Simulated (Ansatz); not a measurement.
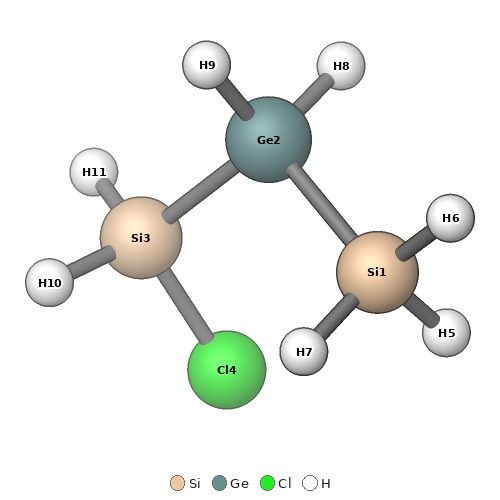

The system is ClGeH₇Si₂, SMILES [SiH3][GeH2][SiH2]Cl; the picture shows the reference structure. The first coordinate is: bond length Ge2–Si3; the second: dihedral Si1–Ge2–Si3–Cl4. Nothing is relaxed (all other coordinates rigid). The grid has 11 × 10 points. Points are written as (first, second). All energies are given in eV relative to the lowest grid point. Theory: Ansatz, RKS PBE-D4/def2-SVP.

Its coordinates:

```xyz
11

Si   -1.3018    1.3791    0.3889
Ge    0.0954   -0.4723    0.9821
Si    1.3489   -1.0555   -0.9694
Cl    0.0297   -0.8997   -2.5920
H    -2.3298    0.9269   -0.6092
H    -1.9986    1.9295    1.6040
H    -0.4561    2.4624   -0.2227
H    -0.7641   -1.6832    1.4367
H     1.0616   -0.1044    2.1433
H     2.4773   -0.0866   -1.1928
H     1.9027   -2.4532   -0.9483
```

Range: bond length Ge2–Si3 from 2.01 to 3.11 Å; dihedral Si1–Ge2–Si3–Cl4 from −180 to 144°.

Q: What landscape does the calculation give?

A: The lowest grid point is at (2.45 Å, −36°). There is a further well near (2.34 Å, −180°) (0.048 eV above the lowest at that grid point). The highest grid point, (2.01 Å, −108°), lies 1.31 eV above the lowest. Round the minimum the two coordinates are weakly coupled (coupling −0.11 in units of the two stiffnesses).

```
dihedral Si1–Ge2–Si3–Cl4 ↓, bond length Ge2–Si3 →  2.01  2.12  2.23  2.34  2.45  2.56  2.67  2.78  2.89  3.00  3.11
                                              144  1.28  0.60  0.23  0.08  0.07  0.16  0.31  0.49  0.69  0.91  1.13
                                              108  1.31  0.62  0.24  0.09  0.08  0.16  0.31  0.49  0.69  0.91  1.13
                                               72  1.19  0.53  0.18  0.03  0.03  0.13  0.28  0.46  0.67  0.89  1.12
                                               36  1.22  0.53  0.17  0.02  0.01  0.10  0.26  0.44  0.65  0.87  1.10
                                                0  1.27  0.57  0.19  0.03  0.01  0.10  0.25  0.43  0.64  0.86  1.09
                                              −36  1.17  0.50  0.15  0.00  0.00  0.09  0.25  0.44  0.64  0.87  1.10
                                              −72  1.19  0.52  0.17  0.03  0.03  0.12  0.28  0.46  0.67  0.89  1.11
                                             −108  1.31  0.62  0.24  0.08  0.07  0.16  0.30  0.48  0.69  0.90  1.13
                                             −144  1.27  0.59  0.23  0.08  0.07  0.16  0.31  0.49  0.69  0.91  1.13
                                             −180  1.19  0.54  0.19  0.05  0.05  0.14  0.30  0.48  0.68  0.90  1.13
```

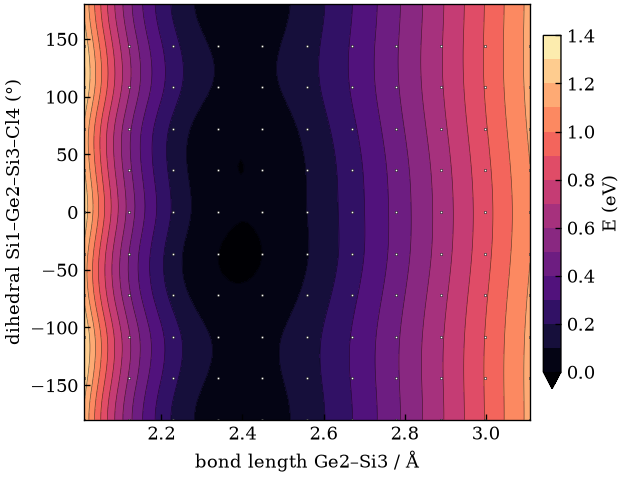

In the figure: filled contours, dots at the grid points. Between grid points the surface is interpolated.

Each point was launched as `ansatz run input.yaml --threads 1 --pin off --max-ram 2560MiB --backend cpu --events-out ev --progress --plain --runs-dir out`. The whole map (110 points run) took 15 min on 1 thread of Arm Neoverse V1, with other jobs on the host.
